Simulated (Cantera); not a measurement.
Charge: 1 mol (CH₃)₂SiCl₂, 2 mol CH₄, a varied amount of H₂, equilibrated at 1973 K and 1330 Pa.

Method: chemical equilibrium by Gibbs-energy minimisation in Cantera with the NASA 1993 tables (ideal gas, pure condensed phases). Candidate condensed phases: C, C₆H₆, C₇H₈, C₈H₁₈, Si, SiC; 109 gas species. The feed counts by its element totals alone. The tables' values for SiCl, SiCl₃ are old estimates; treat these amounts as uncertain. Kinetics and transport are ignored.

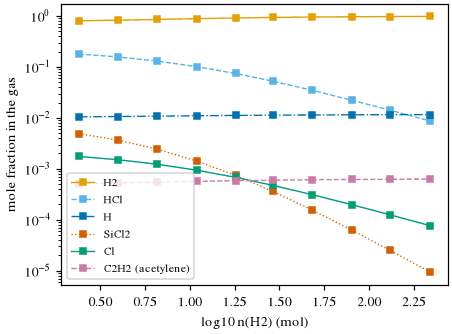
Figure: Equilibrium gas composition (values under 1e-9 drawn at 1e-9)

Read off the mole fractions at 2.4 mol H₂.

H₂ about 0.80, HCl about 0.18, H about 0.010, SiCl₂ about 0.0049, Cl about 0.0017, C₂H₂ (acetylene) about 0.00051.
